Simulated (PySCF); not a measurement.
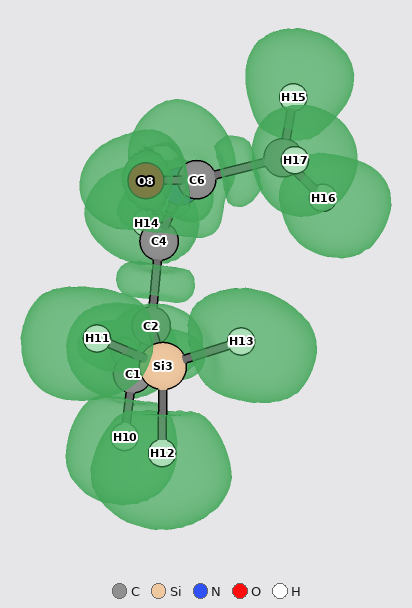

*C$_{5}$H$_{9}$NOSi (SMILES C=C([SiH3])/C=N\C(C)=O). Isosurface of the ELF at 0.75 (green), seen at an oblique angle. Only the valence region is drawn (cores and ρ < 0.01 e/Å³ removed).*

Geometry: GFN2-xTB.

The calculation used CAM-B3LYP/def2-SVPD, SCF density, gas phase (PySCF 2.14.0).

The calculation's input:

```
{"job": {"kind": "uv", "xc": "CAM-B3LYP", "basis": "def2-SVPD", "nstates": 8, "ntriplets": 3}, "charge": 0, "multiplicity": 1}
C      2.362104     1.463998     0.199160
C      1.299562     0.685031    -0.022867
Si     1.377098    -1.202702     0.198436
C      0.087019     1.335842    -0.498118
N     -1.043168     0.822501    -0.700483
C     -1.567125    -0.423726    -0.695067
C     -2.614268    -0.598692     0.386975
O     -1.352493    -1.244410    -1.561761
H      2.332956     2.535983     0.060524
H      3.301097     1.055816     0.532066
H      1.309915    -1.853439    -1.100809
H      2.662539    -1.464987     0.853174
H      0.299898    -1.607464     1.104077
H      0.157708     2.408615    -0.684401
H     -3.477554     0.015710     0.139322
H     -2.226796    -0.274607     1.349990
H     -2.915493    -1.641441     0.429874
```

Launched as:

```sh
OMP_NUM_THREADS=1 python probes_run.py task.json out
```

Where are the electrons localised?

Answer. At this value the surface marks out three regions between bonded C–C atoms (shared pairs), one region between bonded C–Si atoms (shared pairs), nine regions around hydrogen nuclei, one region on N in which the atom's valence shell and bonds are merged and one region on O in which the atom's valence shell and bonds are merged. Along the contacts the grid gives the following. C–O (1.21 Å): the ELF peaks at about 0.85 between the atoms (a short, multiple covalent bond). C–N (1.26 Å): the ELF peaks at about 0.90 between the atoms: a short, multiple covalent bond.
